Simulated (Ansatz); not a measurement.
```yaml
crystal:
  periodic: [false, false, false]
  atoms:
    - {symbol: C, position_ang: [-1.516076, 1.536831, -0.427415]}
    - {symbol: Al, position_ang: [-1.148244, -0.171860, 0.419404]}
    - {symbol: O, position_ang: [0.397299, -0.495619, 1.015892]}
    - {symbol: Si, position_ang: [1.951651, -0.549506, 1.471910]}
    - {symbol: H, position_ang: [-0.796592, 1.774165, -1.214920]}
    - {symbol: H, position_ang: [-1.466963, 2.345397, 0.310861]}
    - {symbol: H, position_ang: [-2.521602, 1.566497, -0.857005]}
    - {symbol: H, position_ang: [-2.226657, -1.312993, 0.614840]}
    - {symbol: H, position_ang: [2.056467, -0.411069, 2.949526]}
    - {symbol: H, position_ang: [2.727711, 0.553199, 0.839159]}
    - {symbol: H, position_ang: [2.336153, -1.968218, 1.243110]}
basis:
  gaussian: {orbitals: def2-TZVPP}
hamiltonian: {xc: pbe, dispersion: d4}
```

Geometry: moved along internal coordinates away from the minimum.

Work out the structure from the coordinates.

It has 11 atoms: 1 carbon, 7 hydrogen, 1 aluminium, 1 oxygen and 1 silicon (CH7AlOSi). Its SMILES string is `[CH3][AlH][O][SiH3]`. Among its groups: Si–H bond, Si–O bond. Coordination, clear cases only: 1 C tetrahedral; 1 Al trigonal planar; 1 Si tetrahedral.

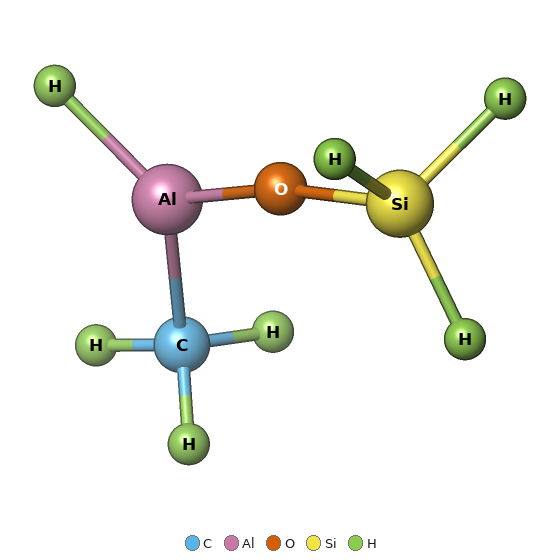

(Drawn from a calculation with Ansatz.)
